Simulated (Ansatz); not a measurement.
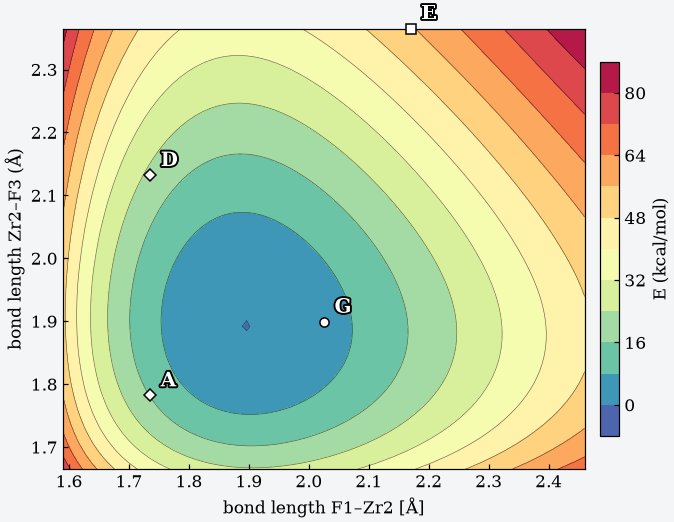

Br2F2Zr, SMILES [F][Zr]([F])([Br])[Br]. 
- The first coordinate is: bond length F1–Zr2; the second: bond length Zr2–F3.
- Nothing is relaxed (all other coordinates rigid).
- The scan uses a 7 × 7 grid.
- Points are written as (first, second).
- All energies are given in kcal/mol relative to the relaxed molecule at the same level.
- Theory: RKS B3LYP-D4/def2-SVP in Ansatz.

In the figure: filled contours, lettered points. Between grid points the surface is interpolated.

### Is G the lowest point of the computed grid?

No. G lies 4.6 kcal/mol above the lowest grid point, which is at (1.880 Å, 1.899 Å).

### Rank the lettered points by energy, lowest first.

G (4.7 kcal/mol), A (16 kcal/mol), D (22 kcal/mol), E (55 kcal/mol).
